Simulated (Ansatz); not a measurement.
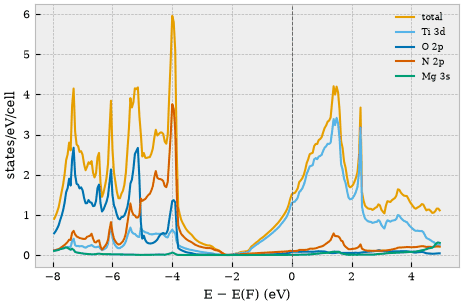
*Total and projected density of states of MgTiNO in space group P4/mmm (No. 123; Ti on 1a, N on 1c, Mg on 1d, O on 1b), PBE in the plane-wave PAW code Ansatz*

Problem. Which orbitals carry the states next to the Fermi level?

Solution. Within 0.5 eV of the Fermi level: Ti 3d 86 %, N 2p 7 %. Projections are on Löwdin-orthogonalised atomic valence shells; empty p or d shells of many metals are not among them.

Problem. Where is the tallest occupied peak in this window, and what makes it?

Solution. Near -4.0 eV, about 6.0 states/eV per cell; the largest projected share is N 2p.

The start of the workflow was typed in or built on a structure type; neither database checked (COD, Materials Project) lists it. Whether it is the stable phase at ambient conditions was not checked. The PBE relaxation kept the symmetry of its start; whether a distortion lowers the energy is not shown. The workflow began spin-polarised and lost its moments. The compound may be a true metal, but semilocal functionals without U, or a wrong spin order, can also close a gap.

Potentials: the earlier of the program's two PAW sets.
